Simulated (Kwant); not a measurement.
System: GaAs/Al0.3Ga0.7As stack with 1 barrier. One parabolic valley. Leads of mass 0.067 mₑ with the band edge at 0; grid 0.1 nm; bias swept from 0.0096 to 0.44756 V, dropping linearly over the stack. Emitter Fermi level 0.022 eV, 4 K, equal in the collector.

```json
[
 {"layer": "1", "thickness (nm)": "4.7", "band offset (eV)": "0.24", "mass (mₑ)": "0.092"}
]
```

The device is made up for the run: typed textbook-type constants, with dimensions and the other settings drawn at random.

Computed with Kwant: one-band effective-mass tight-binding model in one dimension, coherent, no space charge, current by the Tsu-Esaki formula.

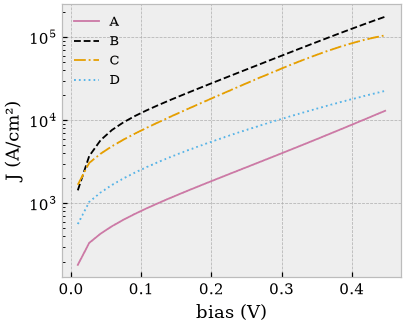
*J (A/cm²) of 4 runs*

```
bias (V)      A       B       C      D
--------  -----  ------  ------  -----
0.009600    182    1440    1680    564
0.02582     335    3720    3070   1040
0.05826     532    7650    4880   1670
0.07448     635    9450    5850   2000
0.1069      867   13100    8070   2720
0.1231      999   15100    9370   3120
0.1556     1310   19700   12500   4030
0.1880     1690   25400   16500   5090
0.2042     1920   28800   19000   5690
0.2367     2460   37000   25000   7050
0.2529     2790   41900   28600   7820
0.2853     3580   53700   37400   9540
0.3178     4610   68700   48400  11500
0.3340     5230   77600   54700  12700
0.3665     6770   99000   68900  15100
0.3827     7700  112000   76500  16500
0.4151    10000  141000   91800  19400
0.4476    13000  177000  106000  22600
```

### Question
Column A is the base. The others each differ by one change: height of the first barrier 0.24 → 0.14 eV; mass in the first barrier 0.092 → 0.055 mₑ; temperature 4 → 300 K. Which is which?

### Answer
B: temperature 4 → 300 K; C: height of the first barrier 0.24 → 0.14 eV; D: mass in the first barrier 0.092 → 0.055 mₑ.
